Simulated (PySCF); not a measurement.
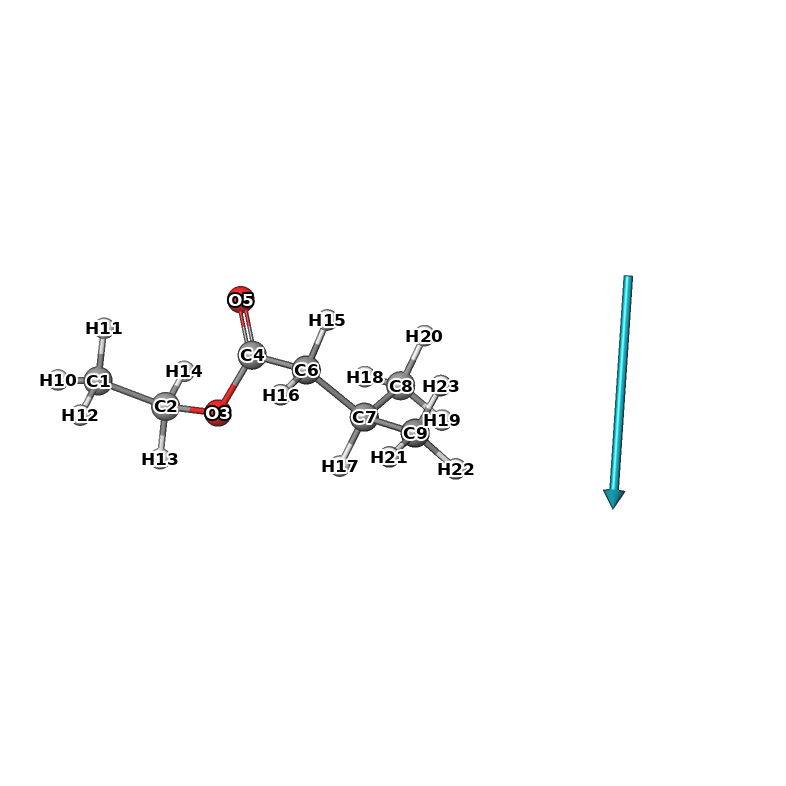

The arrow beside the molecule shows the direction of the dipole moment, from the negative to the positive end (its length means nothing). Computed geometry: PBE0-D3(BJ)/def2-SVP optimisation. No frequency run is at hand to confirm it as a minimum. Level of theory: KT2/pcSseg-1, gas phase (PySCF 2.14.0).

> Estimate the dipole moment.

1.86 D; it points from the side of O5 to the side of H17, H21, H22 (the outermost atoms at the two ends).
